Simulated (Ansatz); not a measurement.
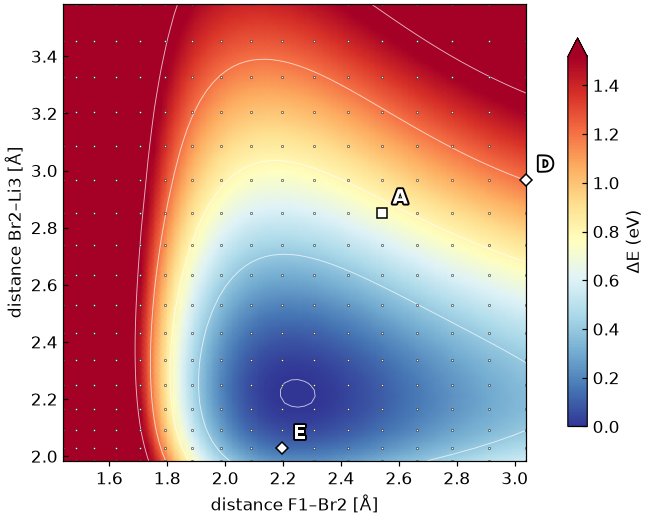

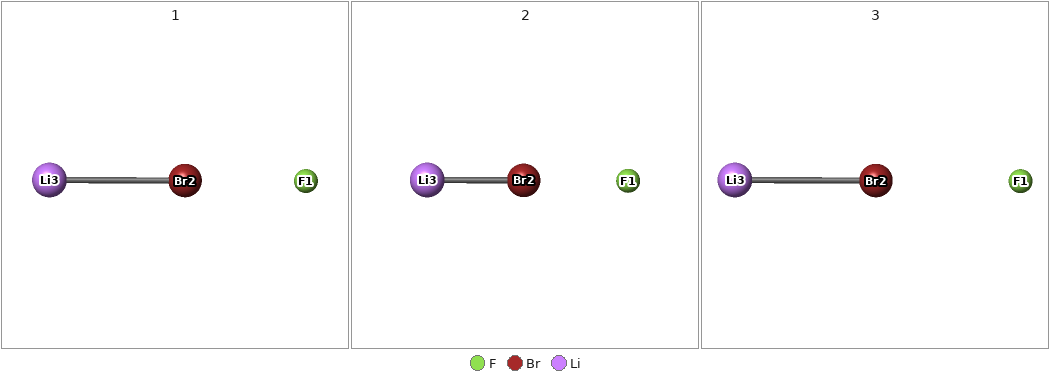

The system F + BrLi, spin multiplicity 2. Coordinates scanned: (1) distance F1–Br2; (2) distance Br2–Li3. Nothing is relaxed (the angle F1–Br2–Li3 is fixed at 180 degrees). The scan uses a 17 × 17 grid. Energies are in eV, from the lowest grid point. These are results of UKS PBE0-D4/def2-SVPD in Ansatz 0.2.0, not measurements.

In the figure: a smooth colour map with a few white contour lines, dots at the grid points, one colour for all values above the top of the scale, lettered points. Between grid points the surface is interpolated. The numbered pictures are the structures at these points, in random order.

Which structure belongs to which point?

Answer. A is structure 1: distance F1–Br2 = 2.541 Å, distance Br2–Li3 = 2.852 Å, 0.74 eV; D is structure 3: distance F1–Br2 = 3.040 Å, distance Br2–Li3 = 2.967 Å, 1.20 eV; E is structure 2: distance F1–Br2 = 2.197 Å, distance Br2–Li3 = 2.028 Å, 0.14 eV.
